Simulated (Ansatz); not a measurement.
# FH7N3OTa···HF: what the fields show

Input

```
crystal:
  periodic: [false, false, false]
  atoms:
    - { symbol: Ta, position_ang: [-0.464803, -0.223559, 0.18072] }
    - { symbol: F, position_ang: [2.663129, -0.492369, -0.011827] }
    - { symbol: "N", position_ang: [0.316604, 0.444124, 1.887292] }
    - { symbol: H, position_ang: [0.870291, -0.158762, 2.504922] }
    - { symbol: H, position_ang: [0.242454, 1.405137, 2.242336] }
    - { symbol: "N", position_ang: [0.459297, 0.174408, -1.536541] }
    - { symbol: H, position_ang: [-0.010765, 0.131113, -2.450379] }
    - { symbol: H, position_ang: [1.483025, 0.231871, -1.637092] }
    - { symbol: "N", position_ang: [-1.664588, 1.405894, 0.044042] }
    - { symbol: H, position_ang: [-2.541827, 1.584553, 0.567023] }
    - { symbol: H, position_ang: [-1.483926, 2.19373, -0.595261] }
    - { symbol: F, position_ang: [-2.114095, -1.213899, 0.171891] }
    - { symbol: O, position_ang: [0.335799, -2.007131, 0.672248] }
    - { symbol: H, position_ang: [-0.114194, -2.880155, 0.582304] }
    - { symbol: H, position_ang: [2.379399, -1.364755, 0.168322] }
basis:
  gaussian: { orbitals: def2-SVP }
hamiltonian:
  xc: pbe
relax:
  f_tol: 0.03
  max_steps: 50
output:
  orbitals: {}
```

Command:

```sh
ansatz run input.yaml --threads 4 --pin off --max-ram 5120MiB --backend cpu --events-out ev --progress --plain --runs-dir out
```

The fields are those of the run's last geometry, not of the input's.

Core potentials replace the inner electrons of Ta.

These are results of RKS PBE/def2-SVP (Ansatz), not measurements.

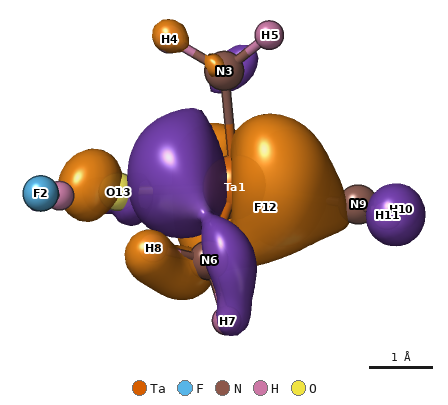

Figure 1. The LUMO at ±0.1 Å⁻³ᐟ² (orange and purple are the two phases), seen at a tilt.

Where does this orbital lie, and at what energy?

Answer. It lies mainly on Ta1 (about 65 %), N6 (about 5 %) and F12 (about 5 %). Its energy is −2.07 eV.

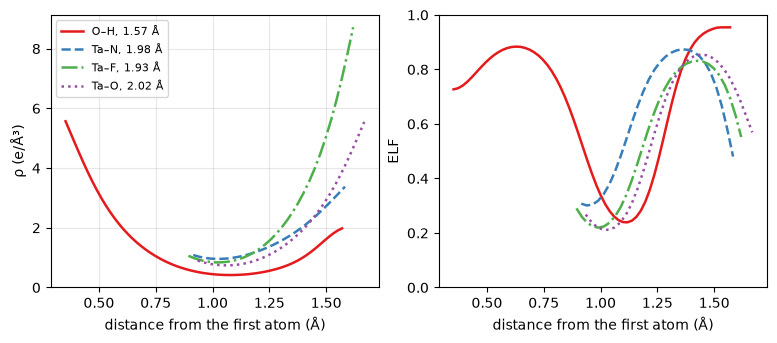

Figure 2. Electron density and electron localisation function along straight lines between neighbouring atoms. The curves leave out the atomic cores.

What can be read from the curves?

Answer. O13···H15 (1.57 Å): the density falls to about 0.42 e/Å³ on the way; the ELF dips to about 0.25 between them (by its geometry a hydrogen bond between the two molecules, with no shared pair).
Ta–N (1.98 Å): ρ at the midpoint is about 0.97 e/Å³; the ELF peaks at about 0.85 in the valence shell of N, 0.6 Å from its nucleus, and is about 0.30 at the midpoint.
Ta–F (1.93 Å): ρ is about 0.88 e/Å³ halfway; the ELF peaks at about 0.85 in the valence shell of F, 0.5 Å from its nucleus, and drops to about 0.20 between the two atoms.
Ta–O (2.02 Å): ρ at the midpoint is about 0.76 e/Å³; the ELF peaks at about 0.85 in the valence shell of O, 0.6 Å from its nucleus, and drops to about 0.20 between the two atoms.

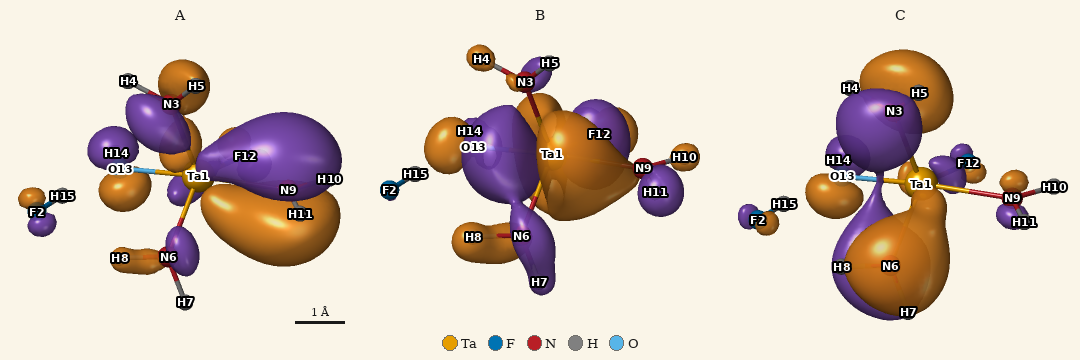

Figure 3. Three frontier orbitals at ±0.1 Å⁻³ᐟ² (orange and purple are the two phases), in no order.

Which picture is the HOMO−1, the HOMO and the LUMO?

Answer. A is the HOMO−1 (−6.24 eV). By Hirshfeld shares it lies mainly on N9 (about 60 %), Ta1 (about 15 %) and N3 (about 5 %). C is the HOMO (−5.85 eV). Its weight (Hirshfeld) is mainly on N6 (about 45 %), N3 (about 30 %) and Ta1 (about 10 %); largely a combination of lone pairs on N6 and N3. B is the LUMO (−2.07 eV). It lies mainly on Ta1 (about 65 %), N6 (about 5 %) and F12 (about 5 %).

What is the HOMO–LUMO gap?

Answer. 3.78 eV between the orbital energies.
